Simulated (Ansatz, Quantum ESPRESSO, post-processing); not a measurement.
# Ag(111) with three reversed steps (a thin twin lamella): ballistic transmission, part 4 of 4

Aim: the zero-bias transmission with pwcond for this junction: Ag(111) with three reversed steps (a thin twin lamella).

Quantum ESPRESSO 7.5; plane-wave DFT, LDA, GBRV ultrasoft pseudopotentials; cross-check by Ansatz 0.2.0 with PAW datasets.

So far. Step 3 (The open system): At no point does T exceed the number of channels. Step 5 (Transmission with pwcond.x, with ikind = 2): The message: “init_orbitals (1): Too big atomic spheres”. ikind = 2 asks for a second, right-hand lead, for which no boundary (bdr) or run was given; ikind = 1 fits one lead on both sides.

**6. Cross-check with Ansatz**

As a check, the same structure is run in Ansatz.

Level of this step: plane-wave DFT, LDA, Ansatz PAW (Ansatz 0.2.0).

input.yaml

```yaml
crystal:
  lattice:
    - [2.9344931419, 0.0, 0.0]
    - [1.467246571, 2.5413456081, 0.0]
    - [0.0, 0.0, 50.3160759599]
  atoms:
    - { symbol: Ag, position: [0.0, 0.0, 0.0] }
    - { symbol: Ag, position: [0.333333333, 0.333333333, 0.0476190476] }
    - { symbol: Ag, position: [0.666666667, 0.666666667, 0.0952380952] }
    - { symbol: Ag, position: [0.0, 0.0, 0.1428571429] }
    - { symbol: Ag, position: [0.333333333, 0.333333333, 0.1904761905] }
    - { symbol: Ag, position: [0.666666667, 0.666666667, 0.2380952381] }
    - { symbol: Ag, position: [0.0, 0.0, 0.2857142857] }
    - { symbol: Ag, position: [0.333333333, 0.333333333, 0.3333333333] }
    - { symbol: Ag, position: [0.666666667, 0.666666667, 0.380952381] }
    - { symbol: Ag, position: [0.333333333, 0.333333333, 0.4285714286] }
    - { symbol: Ag, position: [0.0, 0.0, 0.4761904762] }
    - { symbol: Ag, position: [0.666666667, 0.666666667, 0.5238095238] }
    - { symbol: Ag, position: [0.0, 0.0, 0.5714285714] }
    - { symbol: Ag, position: [0.333333333, 0.333333333, 0.619047619] }
    - { symbol: Ag, position: [0.666666667, 0.666666667, 0.6666666667] }
    - { symbol: Ag, position: [0.0, 0.0, 0.7142857143] }
    - { symbol: Ag, position: [0.333333333, 0.333333333, 0.7619047619] }
    - { symbol: Ag, position: [0.666666667, 0.666666667, 0.8095238095] }
    - { symbol: Ag, position: [0.0, 0.0, 0.8571428571] }
    - { symbol: Ag, position: [0.333333333, 0.333333333, 0.9047619048] }
    - { symbol: Ag, position: [0.666666667, 0.666666667, 0.9523809524] }
kpoints:
  mp_grid: { grid: [9, 9, 1] }
hamiltonian:
  xc: lda
scf:
  occupations: { method: fermi_dirac, width: 0.1 }
  convergence: { dr2_threshold: 1.0e-08 }
output:
  transmission: { leads: [[0, 3]], e_range: [-0.4, 0.4], de: 0.4, kmesh: [10, 10] }
  write_potential: true
  write_density: true
  volumetric_format: npy
```

The run is started by

```
$ ansatz run input.yaml --threads 8 --pin off --max-ram 16384MiB --backend cpu --events-out ev --progress --plain --runs-dir out
```

Numbers of over 12 decimals in the logs are rounded to 6 here.

The log of the run:

```text
Engine: ansatz 0.2.0, aarch64-unknown-linux-gnu
Pseudopotentials: kind: paw
Pseudopotential: Ag, paw, valence charge 19, recommended cutoff 420 eV (normal), Ag.paw.azcp
Functional definition: SPW92
  exchange = slater_x
  correlation = pw_c
Crystal: 21 atoms, lattice volume = 375.235 Å³
Basis set: ecut = 420 eV, 7237 PW (Γ)
Bands: 240, of which v1, the nominal top of the filled ones, is band 200 counted from 1 (199 counted from 0)
Symmetry: 12 space group operations
Space group: P-3m1 (ITA 164), of the structure as read, at distance tolerance 7.2e-5 Å
k-points: 12 of 81
Non-local potential: Ag, projectors of the file, l = 0: 3, l = 1: 2, l = 2: 2, l = 3: 1
PAW form: soft (Blöchl's): semilocal exchange-correlation on the pseudo side does not see the compensation charge
PAW frozen core: Ag, regenerated for the run's functional, and the local potential with it (the file was generated under x = pbe(κ = 0.804, μ = 0.219515), c = pbe(β = 0.066725))
PAW one-centre angular grid: Ag, 590 points (default); XC on 64 Gauss nodes
Initial density: superposition of atomic densities (neutral atoms: chi_scale 0, normalization atom), corrected by the library's trained network
Initial wavefunctions: pseudopotential atomic-orbital guess
Functional: x = slater, c = lda
SCF iter   1: F=—  HF=-156620.143184 eV  |F-HF|=—  |Δ(HF+E_count)|=         —  Δρ=1.39e-2  dr2=6.58e-1  ethr=1.77e-3  ⟨swp⟩=4.4  Hψ=8534  notcnv=0  defer=188
preconditioner: auto → Kerker (q_TF=auto, 2.756 Å⁻¹)  [metal: Δε(μ)=0.139 eV  Ē_g=10.623 eV  σ=0.100 eV  W_gap=0.33  n_scr=158 (ndim 8)  ℏωp=29.1 eV  f_vac=0.000  D(μ)=3.20/eV (n_scr^D=18)]
SCF iter   2: F=—  HF=-156619.976894 eV  |F-HF|=—  |Δ(HF+E_count)|=   1.66e-1  Δρ=4.25e-3  dr2=6.34e-2  ethr=1.65e-4  ⟨swp⟩=2.2  Hψ=4653  notcnv=0  defer=271
SCF iter   3: F=—  HF=-156619.963411 eV  |F-HF|=—  |Δ(HF+E_count)|=   1.35e-2  Δρ=1.68e-3  dr2=1.83e-2  ethr=1.59e-5  ⟨swp⟩=2.2  Hψ=3196  notcnv=0  defer=271
SCF iter   4: F=—  HF=-156619.962378 eV  |F-HF|=—  |Δ(HF+E_count)|=   1.03e-3  Δρ=1.96e-4  dr2=6.55e-3  ethr=4.58e-6  ⟨swp⟩=1.2  Hψ=2650  notcnv=0  defer=271
SCF iter   5: F=—  HF=-156619.962325 eV  |F-HF|=—  |Δ(HF+E_count)|=   5.34e-5  Δρ=2.23e-4  dr2=1.44e-3  ethr=1.64e-6  ⟨swp⟩=1.0  Hψ=2566  notcnv=0  defer=271
SCF iter   6: F=—  HF=-156619.962284 eV  |F-HF|=—  |Δ(HF+E_count)|=   4.04e-5  Δρ=5.46e-5  dr2=1.45e-5  ethr=3.62e-7  ⟨swp⟩=1.0  Hψ=2566  notcnv=0  defer=271
SCF iter   7: F=—  HF=-156619.962752 eV  |F-HF|=—  |Δ(HF+E_count)|=   4.67e-4  Δρ=3.14e-5  dr2=1.14e-5  ethr=3.63e-9  ⟨swp⟩=2.0  Hψ=4855  notcnv=0  defer=294
SCF iter   8: F=—  HF=-156619.962751 eV  |F-HF|=—  |Δ(HF+E_count)|=   8.57e-7  Δρ=5.87e-6  dr2=1.39e-6  ethr=2.87e-9  ⟨swp⟩=2.0  Hψ=3211  notcnv=0  defer=294
SCF iter   9: F=—  HF=-156619.962751 eV  |F-HF|=—  |Δ(HF+E_count)|=   1.03e-7  Δρ=2.78e-6  dr2=3.08e-7  ethr=3.48e-10  ⟨swp⟩=1.6  Hψ=2580  notcnv=0  defer=294
SCF iter  10: F=—  HF=-156619.962751 eV  |F-HF|=—  |Δ(HF+E_count)|=   2.74e-8  Δρ=2.09e-6  dr2=7.90e-8  ethr=7.73e-11  ⟨swp⟩=2.1  Hψ=3525  notcnv=0  defer=294
SCF iter  11: F=—  HF=-156619.962751 eV  |F-HF|=—  |Δ(HF+E_count)|=   4.89e-9  Δρ=6.52e-7  dr2=1.56e-8  ethr=1.98e-11  ⟨swp⟩=1.8  Hψ=3271  notcnv=0  defer=294
SCF iter  12: F=-156619.962751 eV  HF=-156619.962751 eV  |F-HF|=4.37e-9  |Δ(HF+E_count)|=  7.57e-10  Δρ=2.25e-7  dr2=4.51e-9  ethr=2.51e-12  ⟨swp⟩=8.9  Hψ=9902  notcnv=0
SCF 1 converged in 12 iterations: F = -156619.962751 eV  dr2 = 4.51e-9
  greatest PAW one-centre occupation: 1.002 electrons in one spin orbital (limit 2), on the Ag atom at site 11 (counted from 0), in its partial waves of l = 0
transmission: 96 of 882 steps passed
transmission: 180 of 882 steps passed
[...]
transmission: 882 of 882 steps passed
SCF converged after 12 iterations
Free energy (F): -156619.962751 eV
Harris-Foulkes:  -156619.962751 eV  (|F-HF|=4.37e-9)
Internal energy: -156619.853720 eV  (E = F + TS)
E sigma→0 (E₀):  -156619.908235 eV
Entropy (-TS):   -0.109031 eV (-5.192 meV/atom)
Fermi energy:    15.956836 eV
--- Per-component energies (eV) ---
  E_band       = -5407.424604
  E_kinetic    = 11059.975119
  E_local      = -47682.712175  (includes V_loc(G=0)·N_el)
  E_nonlocal   = 1818.880867
  E_hartree    = 21495.004153
  E_xc         = -3848.259671
  E_vxc        = -4914.825060  (∫ρ·V_xc dr)
  E_paw        = -79176.922829  (= ΣΔE_a)
  E_vpaw       = -8678.756753  (= ΣTr[D̂ρ^β])
  E_aug_tail   = 0.005790  (compensation charges beyond the density's cutoff)
  E_ewald      = -60301.045931
  E_core_change = 15.220957  (= ΣΔE_core)
  E_smearing   = -0.109031  (= −TS)
  E_closure    = -0.000000  (closes the sum)
  Σ components = -156619.962751   (vs F -156619.962751, Δ=0.00e0)
--- Band table (eV; the first three rows and the last of 12) ---
  k-point 0: bands = [... 196 lower, 12.9612, 12.9612, 12.9675, 12.9675, 13.0207, 13.0207, 13.0335, 13.0335, ... 36 higher]
  k-point 1: bands = [... 196 lower, 12.9623, 12.9971, 13.0067, 13.0336, 13.0505, 13.2260, 13.6372, 13.7830, ... 36 higher]
  k-point 2: bands = [... 196 lower, 13.0595, 13.0676, 13.0873, 13.5262, 13.7860, 14.1723, 14.6625, 14.9476, ... 36 higher]
  k-point 11: bands = [... 196 lower, 18.9405, 18.9405, 19.1200, 19.1200, 19.1209, 19.1211, 19.1221, 19.1221, ... 36 higher]
--- Transmission ---
  basis      : 61 plane waves across, 63 finite elements along
  points     : 14, standing for a mesh of 10 x 10
  energies   : 3 from -0.400000 to 0.400000 eV about the Fermi level, 0.400000 eV apart; the leads are filled to 0.000000 eV, and channels, transmission and decay are at 0.000000 eV
  crystal 0  : Ag3, at the sites [0, 3], period 7.1880 Å, over 45.52 Å; its Hamiltonian steps by up to 0.2 meV
    offset         : up to 0.0000 Å between an atom of the period and one for which it stands
    channels       : 8.700000e-1 a spin
    conductance    : none, the energies end too early or step too widely for 300 K: set another output.transmission.e_range or a lower de, or, where they end at an eighth of basis.ecutwfc, a higher one
    slowest decay  : 0.0952 /Å at (0.0000, 0.0000)
  junction   : crystal 0 to crystal 0, -1.90 to 41.23 Å
    transmission   : 8.671247e-1 a spin
    conductance    : none, the energies end too early or step too widely for 300 K: set another output.transmission.e_range or a lower de, or, where they end at an eighth of basis.ecutwfc, a higher one
```

Run time: 29 s. Hardware: 8 threads of Arm Neoverse N1, shared host; peak memory 3.1 GiB; 3.5 min of CPU time.

Read from the output:

```
free energy                                  : -156619.9628 eV
energy at zero smearing                      : -156619.9082 eV
smearing term TS                             : 0.1090 eV
Fermi energy                                 : 15.96 eV
symmetry operations                          : 12
transmission at the Fermi level, one spin    : 0.8671
step of the lead's Hamiltonian over a period : 0.2 meV
```

Per spin; mean over the k mesh across the current. The transmission, zone mean by energy, zero at the Fermi level:

```
energy (eV)  transmission, zone mean
     -0.400                    0.834
      0.000                    0.867
      0.400                    0.800
```

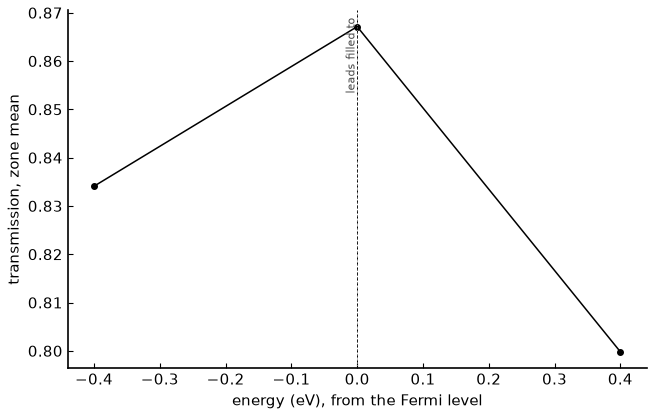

Transmission, zone mean against energy.

Per spin; mean over the k mesh across the current. Open channels, zone mean against energy, zero at the Fermi level:

```
energy (eV)  open channels, zone mean
     -0.400                      0.85
      0.000                      0.87
      0.400                      0.81
```

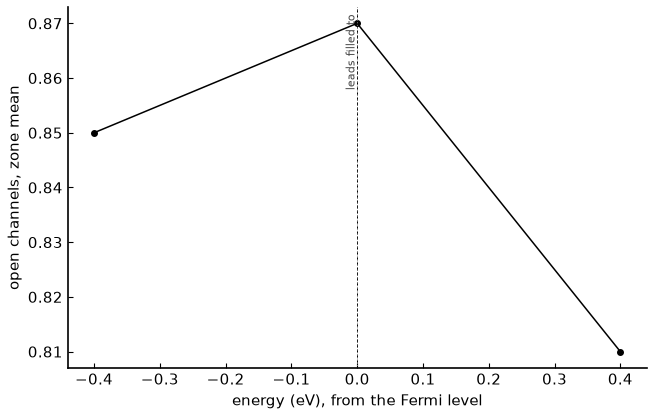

Open channels, zone mean against energy.

Ansatz finds T = 0.867 against pwcond's 0.865.

**7. All levels side by side**

All levels:

```
                   step  T at the Fermi level (per spin)  conductance (G0)  r.m.s. T(E) from the first  CPU time of the step (s)  peak memory (GiB)
                 Ansatz                           0.8671                 -                           0                     212.9              3.142
                 pwcond                           0.8653            0.8653                     0.04312                     847.8               0.61
pwcond, changed setting                           0.7433            0.7433                     0.09166                     389.8                0.5
```

Per spin; mean over the k mesh across the current. Transmission, zone mean against energy, zero at the Fermi level:

```csv
energy (eV),Ansatz,pwcond,"pwcond, changed setting"
-0.400,0.834,0.789,0.754
0.000,0.867,0.865,0.743
0.400,0.800,0.859,0.859
```

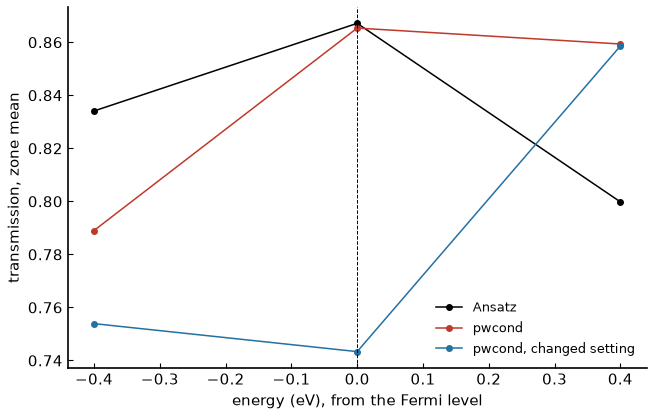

Transmission, zone mean, plotted against energy.

**8. Worked from the printed numbers**

The Landauer sum over the mesh, Σ w T = 0.1200 × 1 + 0.1200 × 1 + 0.1200 × 0.997 + … = 0.8653.

G = 0.865 × 77.48 µS = 67 µS a cell. Times the area of 7.458 Å², the resistance-area product is A/G = 1.11 fΩ m², the leads' contact resistance included.

Free electrons at 1 an atom (3 atoms in 53.6 Å³) have k_F = 1.183 1/Å and offer A k_F²/4π = 0.83 channels per spin; the lead has 0.87 on this mesh.

**9. What came out**

| Quantity | Value |
| --- | --- |
| conductance from T at the Fermi level, a cell (G₀ = 2e²/h) | 0.865 G₀ |
| conductance per area | 899 S/μm² |
| lead channels per spin | 0.87 |
| the same conductance by Ansatz | 0.867 G₀ |

The junction conducts 0.865 G₀ a cell at the Fermi level (LDA, GBRV ultrasoft). At the Fermi level the junction passes 99 % of what the leads offer, nearly all. At the Fermi level pwcond and Ansatz differ by 0.21 %, a close match. The mean rests on 14 distinct points, the heaviest weighing 0.12, and the mesh was not tested, so even the second digit is unsure. Over -0.4 to 0.4 eV, T lies between 0.79 and 0.87 per spin. The geometry is as built, not relaxed, and the leads are short.

[Logs are printed without paths, hosts, clocks, repeated set-up lines and the standing remarks that a program may print on its own settings, such as how far it seeks lower states.]

[Hosts, paths, dates, database ids (printed as entryN), source tags and the programs' standing remarks are cut or masked in the printed files.]

[Maps of the electrostatic potential energy from Ansatz leave out the sawtooth potential of an applied field or a dipole correction, so their vacuum need not be flat; planar profiles and work functions include it.]
